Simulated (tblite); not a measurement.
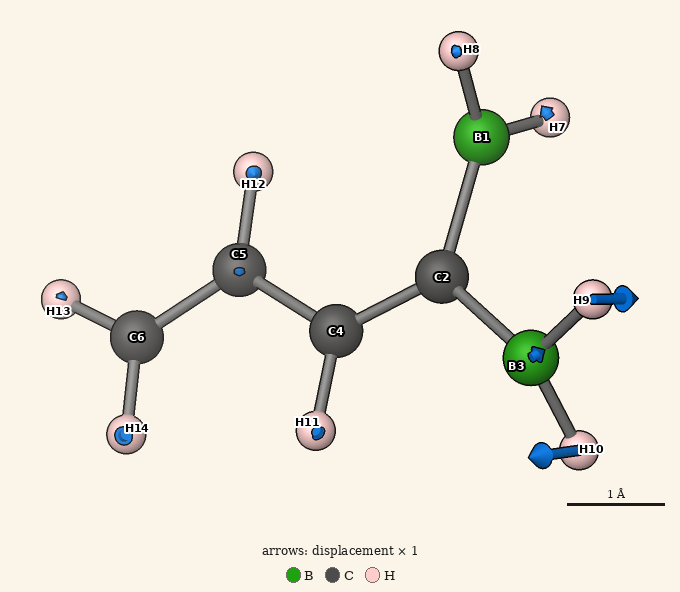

This is a relaxation of C4H8B2. The starting structure is drawn; blue arrows show the displacements, at their true length. The two geometries are superimposed by the best rigid fit.

Style: ball-and-stick. Shown at a tilt.

Level of theory: GFN2-xTB geometry optimisation, gas phase in tblite. 

### Describe the change and its energy.

The atom that moves furthest after the best rigid fit is H10 (0.86 Å). By element the largest moves are H 0.86 Å, B 0.20 Å, C 0.08 Å. Near-neighbour distances that change, for instance: C2–C4 1.304 → 1.356 Å, C4–C5 1.472 → 1.440 Å, B1–H7 1.188 → 1.172 Å, C6–H13 1.092 → 1.077 Å. Among the angles between lasting bonds that change: C4–C5–C6 118.5° → 123.6°, C2–B3–H9 115.9° → 120.9°, C4–C5–H12 119.8° → 115.8°. Over 98 geometry steps the energy falls by 9.54 kcal/mol. Cost: 1.3 s on 1 thread of Intel(R) Xeon(R) Processor @ 2.50GHz, with other jobs on the host.
